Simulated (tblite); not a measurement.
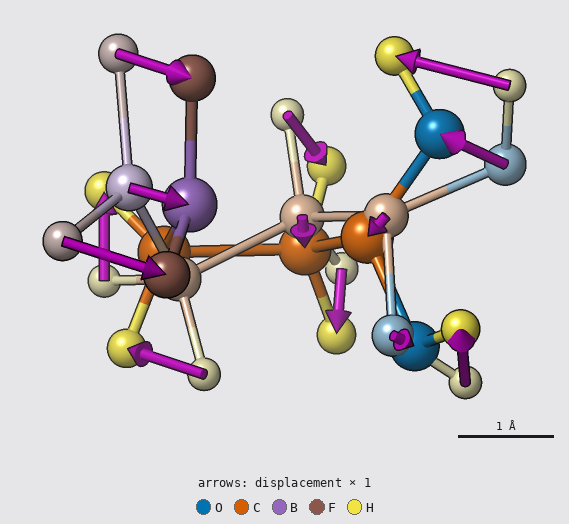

This is a relaxation of C3H6BF2O2 (multiplicity 2). The starting structure is drawn faded, the final one solid; purple arrows show the displacements, at their true length. The two geometries are superimposed by the best rigid fit.

Style: ball-and-stick. Shown face on.

The calculation used tblite 0.8.0, GFN2-xTB geometry optimisation, gas phase. 

Question: What happened in the run?

Answer: An H atom moves most after the best rigid fit: 1.27 Å. Largest moves by element: H 1.27 Å, F 1.15 Å, O 0.91 Å, B 0.67 Å, C 0.42 Å. Among the contacts that change: B–C 2.754 → 1.989 Å, B–F 1.432 → 1.343 Å, B–F 1.446 → 1.359 Å, C–O 1.405 → 1.348 Å. Among the angles between lasting bonds that change: C–C–B 104.9° → 95.7°, B–C–H 106.8° → 115.7°, O–C–C 113.0° → 121.6°. Groups turn about C–O by about 75°, C–C by about 55°, C–O by about 55°. Over 173 geometry steps the energy falls by 1.469 eV. Cost: 0.73 s on 1 thread of Arm Neoverse V2, with other jobs on the host.
